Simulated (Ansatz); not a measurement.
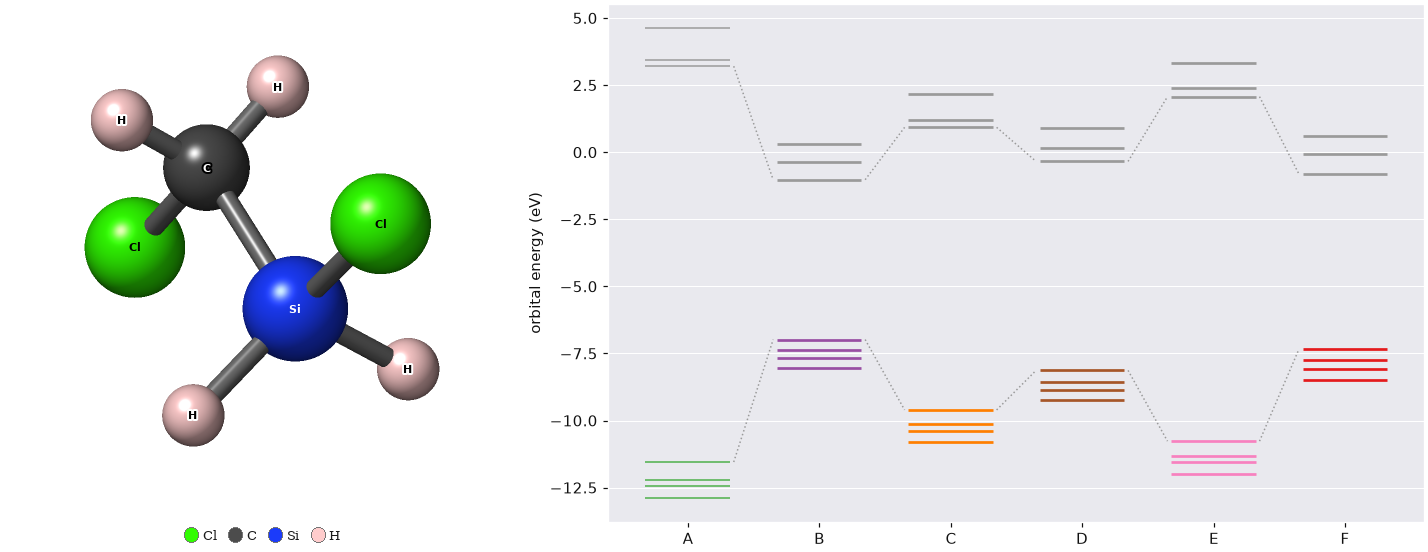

Frontier orbital energies of CH₄Cl₂Si, SMILES ClC[SiH2]Cl at one geometry, def2-TZVPP, the Ansatz code 0.2.0, at a PBE0-D4/def2-TZVP geometry (a minimum by its frequencies). Empty levels are grey, levels within 0.1 eV stand side by side; all columns show the same few orbitals around the gap. Dotted lines join the HOMOs and the LUMOs.

> The columns come from B3LYP, BHLYP, HF, r2SCAN, revPBE and ωB97X-V. Which is which?

A: HF (HOMO −11.54, LUMO 3.21, separation 14.75 eV)
B: revPBE (HOMO −6.98, LUMO −1.02, separation 5.96 eV)
C: BHLYP (HOMO −9.60, LUMO 0.93, separation 10.53 eV)
D: B3LYP (HOMO −8.13, LUMO −0.34, separation 7.79 eV)
E: ωB97X-V (HOMO −10.77, LUMO 2.07, separation 12.84 eV)
F: r2SCAN (HOMO −7.34, LUMO −0.81, separation 6.52 eV)

Caveats, for all or some of the runs: empty levels above zero depend strongly on the basis; one conformer of a flexible molecule.
